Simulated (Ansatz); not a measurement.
HBr···CH₄ (SMILES Br.C)

The calculation's input:

```
crystal:
  periodic: [false, false, false]
  atoms:
    - {symbol: Br, position_ang: [-0.122998, 0.432087, -3.030175]}
    - {symbol: H, position_ang: [-0.072882, 0.227746, -1.623669]}
    - {symbol: C, position_ang: [0.038959, -0.131247, 0.925690]}
    - {symbol: H, position_ang: [0.314489, 0.899604, 0.700894]}
    - {symbol: H, position_ang: [0.733969, -0.816682, 0.439674]}
    - {symbol: H, position_ang: [-0.977812, -0.327755, 0.584053]}
    - {symbol: H, position_ang: [0.086276, -0.283753, 2.003434]}
basis:
  gaussian: {orbitals: "def2-TZVPPD.json"}
hamiltonian: {xc: pbe0, dispersion: d4}
output: {orbitals: {seedname: orbitals}}
```

Command:

```sh
ansatz run in.yaml --threads 2 --pin off --events-out ev --progress --plain --max-ram 5222MiB
```

Geometry: PBE0-D4/def2-TZVP.

All numbers below come from Ansatz, RKS PBE0-D4/def2-TZVPPD.

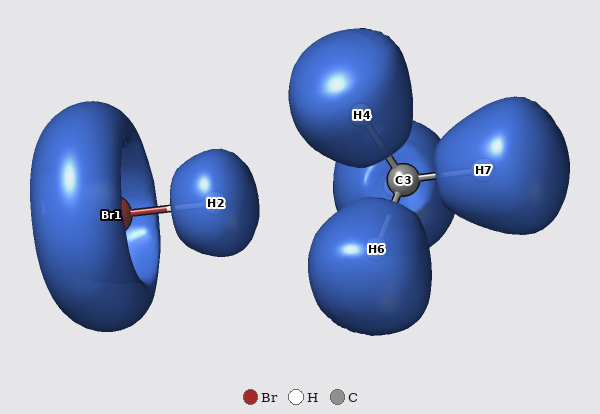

Figure 1. Isosurface of the electron localisation function at 0.8 (blue), seen at a tilt. Core shells and regions of very low density are left out.

Q: Where are the electrons localised?

A: At this value the surface marks out five regions around hydrogen nuclei and one ring or bowl of non-bonding electrons around Br.


C3···H2 (2.58 Å): the ELF dips to about 0 between them (a weak contact between the two molecules). C–H (1.09 Å): the ELF climbs to about 1 towards the hydrogen, as it does in any bond to H (a covalent bond by its length).

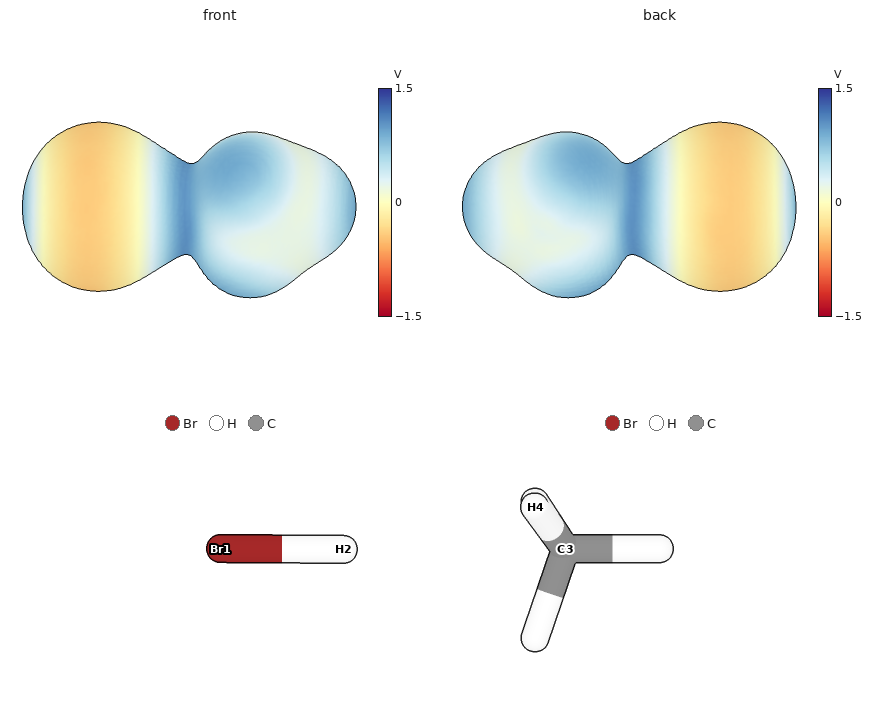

Figure 2. The molecular electrostatic potential painted on the density surface at 0.002 e/bohr³, seen from the front and from behind; red is negative and blue positive. The bare structure is drawn below in the same view.

Q: Describe the electrostatic potential map.

A: The most negative region (about −0.4 V) lies over Br1, the most positive (about +1.0 V) over H2. Br1 shows a σ-hole: about +0.8 V at the tip opposite its bond, against about −0.4 V on its flanks.

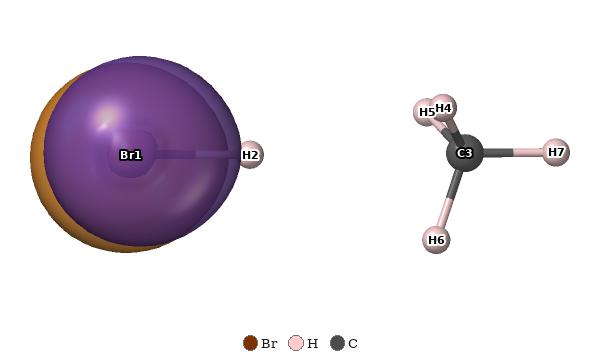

Figure 3. The HOMO at ±0.15 Å⁻³ᐟ² (orange and purple are the two phases), seen across its widest extent.

Q: Where does this orbital lie, and at what energy?

A: Its weight (Hirshfeld) is mainly on Br1 (about 95 %); largely a lone pair of Br1. It is one of a degenerate set, so its orientation is arbitrary. Its energy is −8.69 eV.

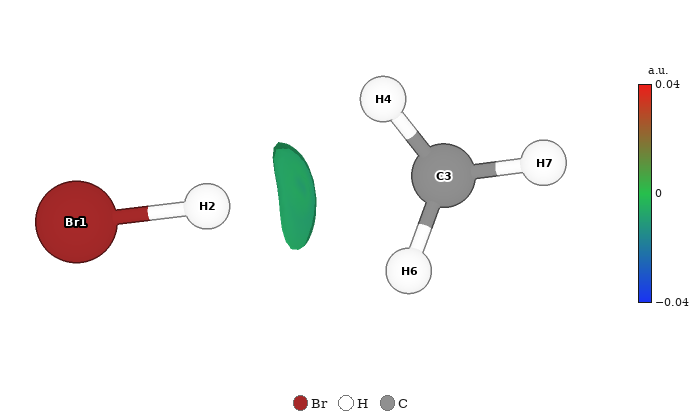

Figure 4. Non-covalent interaction (NCI) plot: the surface where the reduced density gradient is 0.6, for densities under 0.05 a.u., coloured by sign(λ₂)ρ; seen at a tilt.

Q: Which non-covalent interactions does the plot reveal?

A: Between H2 on one side and C3 and H5 on the other: a weak contact (green).
